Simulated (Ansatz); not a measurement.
# One shape, several levels: HS− (hydrosulfide)

Wanted: a comparison of 6 runs (HF/cc-pVDZ, CAM-B3LYP/3-21G, B2PLYP/cc-pVDZ, UPBE/cc-pVDZ, MP2/3-21G, CCSDT/cc-pVDZ) of HS− (hydrosulfide). 

Program for the calculation: Ansatz 0.2.0.

3 further runs of the same task are left out: 2 that didn't finish, 1 set aside as unsound or not needed.

## 1. The molecule

HS−: 2 atoms, total charge -1, spin state singlet. SMILES: `[SH-]`. The H2–S1 distance was set to 1.682 Å, away from the relaxed value.

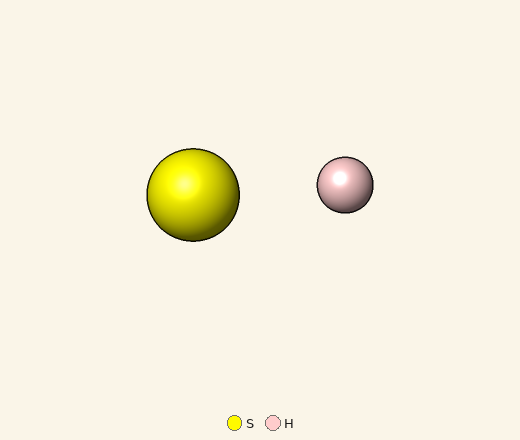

The structure, seen from a chosen angle (sulfur yellow, hydrogen pink).

## 2. The energy at HF/cc-pVDZ (run 1)

Contents of in.yaml:

```yaml
basis:
  gaussian:
    orbitals: cc-pVDZ
crystal:
  periodic: [false, false, false]
  atoms:
    - {symbol: S, position_ang: [0.862085, -0.281862, 0.443268]}
    - {symbol: H, position_ang: [-0.574700, 0.187900, -0.295500]}
total_charge: -1
hamiltonian:
  xc: hf
accuracy: high
```

On the command line:

```sh
$ ansatz run in.yaml --threads 1 --pin off --max-ram 2610MiB --events-out events.jsonl --progress --plain --runs-dir runs
```

The program printed:

```text
Warning: RAYON_NUM_THREADS=1 ignored (pool sized by the plan → 1); use --threads N
Functional definition: HF
  name "HF"
  exchange = exact_x
  correlation = 0
412 factors; integrals over basis functions are off by at most 3.0e-9 eV
mean field evaluation 1: about -10831.7969 eV, gradient 9.2e0 eV
mean field evaluation 2: about -10831.8186 eV, gradient 9.0e0 eV
mean field evaluation 4: about -10832.2293 eV, gradient 8.0e-1 eV
mean field evaluation 8: about -10832.2360 eV, gradient 2.2e-3 eV
mean field -10832.23601453 eV, -398.0773311806 hartree, gradient 2.0e-8 eV, S^2 0.000000; 0 other end points of the search recorded, 0 dependent functions left out
reference -10832.23601453 eV, -398.0773311806 hartree; 9, 9 occupied and 14, 14 virtual orbitals, 412 factors
Total energy: -10832.23601453 eV, -398.0773311806 hartree
```

Run time: 0.14 s. Hardware: 1 thread of Arm Neoverse V2, shared host.

## 3. The energy at CAM-B3LYP/3-21G (run 2)

Contents of in.yaml:

```yaml
crystal:
  periodic: [false, false, false]
  atoms:
    - {symbol: S, position_ang: [0.862085, -0.281862, 0.443268]}
    - {symbol: H, position_ang: [-0.574700, 0.187900, -0.295500]}
basis:
  gaussian:
    orbitals: 3-21G.json
total_charge: -1
magnetization:
  spin_polarized: false
  initial_magnetization: 0
hamiltonian:
  xc: {name: CAM-B3LYP}
accuracy: high
```

The basis set 3-21G is read from a file made from the Basis Set Exchange's data (not shown).

On the command line:

```sh
$ ansatz run in.yaml --threads 1 --pin off --max-ram 2610MiB --events-out events.jsonl --progress --plain --runs-dir runs
```

The program printed:

```text
Warning: RAYON_NUM_THREADS=1 ignored (pool sized by the plan → 1); use --threads N
Functional definition: CAM-B3LYP
  name "CAM-B3LYP"
  parameter alpha = 0.19
  parameter beta = 0.46
  parameter omega = 0.33/bohr
  parameter ac = 0.81
  exchange = (1 - alpha - beta)*b88_x + beta*b88_x_sr(omega) + alpha*exact_x + beta*exact_x_lr(omega)
  correlation = (1 - ac)*vwn5_c + ac*lyp_c
269 factors; integrals over basis functions are off by at most 3.7e-9 eV
110 factors; integrals over basis functions are off by at most 2.2e-9 eV
mean field evaluation 1: about -10797.4978 eV, gradient 8.7e0 eV
mean field evaluation 2: about -10797.7625 eV, gradient 2.9e0 eV
mean field evaluation 4: about -10797.7828 eV, gradient 7.4e-2 eV
mean field evaluation 8: about -10797.7812 eV, gradient 5.8e-4 eV
mean field -10797.78119851 eV, -396.8111400464 hartree, gradient 5.2e-9 eV, S^2 0.000000; 0 other end points of the search recorded, 0 dependent functions left out
reference -10797.78120972 eV, -396.8111404581 hartree; 9, 9 occupied and 6, 6 virtual orbitals, 269 factors
Total energy: -10797.78120972 eV, -396.8111404581 hartree
```

It took 0.4 s on 1 thread of Arm Neoverse V2, shared host.

Runs 3 to 4 aren't shown in full; the table further down has their settings and results.

## 4. A single-point energy at MP2/3-21G (run 5)

Contents of job.yaml:

```yaml
crystal:
  periodic: [false, false, false]
  atoms:
    - {symbol: S, position_ang: [0.862085, -0.281862, 0.443268]}
    - {symbol: H, position_ang: [-0.574700, 0.187900, -0.295500]}
basis:
  gaussian:
    orbitals: 3-21G.json
correlation:
  method: mp2
  frozen_orbitals: {H: 0, S: 5}
total_charge: -1
accuracy: high
```

The basis set 3-21G is read from a file made from the Basis Set Exchange's data (not shown).

On the command line:

```sh
$ ansatz run job.yaml --threads 1 --pin off --max-ram 2610MiB --events-out events.jsonl --progress --plain --runs-dir runs
```

The program printed:

```text
Warning: RAYON_NUM_THREADS=1 ignored (pool sized by the plan → 1); use --threads N
[... 4 set-up lines as earlier in the session ...]
269 factors; integrals over basis functions are off by at most 3.7e-9 eV
mean field evaluation 1: about -10778.6931 eV, gradient 8.3e0 eV
mean field evaluation 2: about -10778.6973 eV, gradient 8.2e0 eV
mean field evaluation 4: about -10779.1056 eV, gradient 4.3e-1 eV
mean field evaluation 8: about -10779.1063 eV, gradient 1.4e-4 eV
mean field -10779.10626278 eV, -396.1248488164 hartree, gradient 2.4e-8 eV, S^2 0.000000; 0 other end points of the search recorded, 0 dependent functions left out
5 core orbitals not correlated: weight in the atoms' cores, before any rotation towards them, 1.000 or more for the frozen orbitals, at most 0.000 for the correlated occupied ones
reference -10779.10626278 eV, -396.1248488164 hartree; 4, 4 occupied and 6, 6 virtual orbitals, 269 factors
second order -1.54568294 eV of doubles, -0.00000000 eV of singles
Total energy: -10780.65194572 eV, -396.1816516167 hartree
```

Run time: 0.08 s. Hardware: 1 thread of Arm Neoverse V2, shared host.

## 5. The energy at CCSDT/cc-pVDZ (run 6)

Contents of input.yaml:

```yaml
crystal:
  periodic: [false, false, false]
  atoms:
    - {symbol: S, position_ang: [0.862085, -0.281862, 0.443268]}
    - {symbol: H, position_ang: [-0.574700, 0.187900, -0.295500]}
basis:
  gaussian: {orbitals: cc-pVDZ}
correlation: {method: ccsdt, frozen_orbitals: {H: 0, S: 5}}
scf: {omitted_lower_state_checks: [cluster_reference, increment]}
accuracy: high
total_charge: -1
```

On the command line:

```sh
$ ansatz run input.yaml --threads 1 --pin off --max-ram 2610MiB --events-out events.jsonl --progress --plain --runs-dir runs
```

The program printed (excerpt; [...] marks lines left out):

```text
Warning: RAYON_NUM_THREADS=1 ignored (pool sized by the plan → 1); use --threads N
[... 2 set-up lines as earlier in the session ...]
[...]
412 factors; integrals over basis functions are off by at most 3.0e-9 eV
[...]
mean field -10832.23601453 eV, -398.0773311806 hartree, gradient 2.0e-8 eV, S^2 0.000000; 0 other end points of the search recorded, 0 dependent functions left out
5 core orbitals not correlated: weight in the atoms' cores, before any rotation towards them, 1.000 or more for the frozen orbitals, at most 0.000 for the correlated occupied ones
reference -10832.23601453 eV, -398.0773311806 hartree; 4, 4 occupied and 14, 14 virtual orbitals, 412 factors
second order -3.76488259 eV of doubles, -0.00000000 eV of singles
cycle   1  -4.16945312 eV  change   -4.0e-1 eV  update   5.7e-2
[...]
cycle  23  -4.43027063 eV  change  -7.9e-10 eV  update  4.0e-10
Total energy: -10836.66628516 eV, -398.2401406233 hartree
Checks for a lower state left out: cluster_reference, increment
```

It took 0.48 s on 1 thread of Arm Neoverse V2, shared host.

## 6. All runs side by side

```
run            level  frozen core orbitals  energy (Eh)  wall time
  1       HF/cc-pVDZ                     –  -398.077331     0.14 s
  2  CAM-B3LYP/3-21G                     –  -396.811140      0.4 s
  3   B2PLYP/cc-pVDZ                     5  -398.626885     0.68 s
  4     UPBE/cc-pVDZ                     –  -398.598463     0.72 s
  5        MP2/3-21G                     5  -396.181652     0.08 s
  6    CCSDT/cc-pVDZ                     5  -398.240141     0.48 s
```

## 7. What came out

| quantity | value |
| --- | --- |
| run 6: total energy | -398.24014 Eh |
| run 6: correlation energy (5 core orbitals frozen) | -162.8 mEh |
| run 6: T1 diagnostic | 0.009 |

**Reading.** Totals of different functionals can't be ranked against each other. All runs together took 2.5 s, the longest 0.72 s.
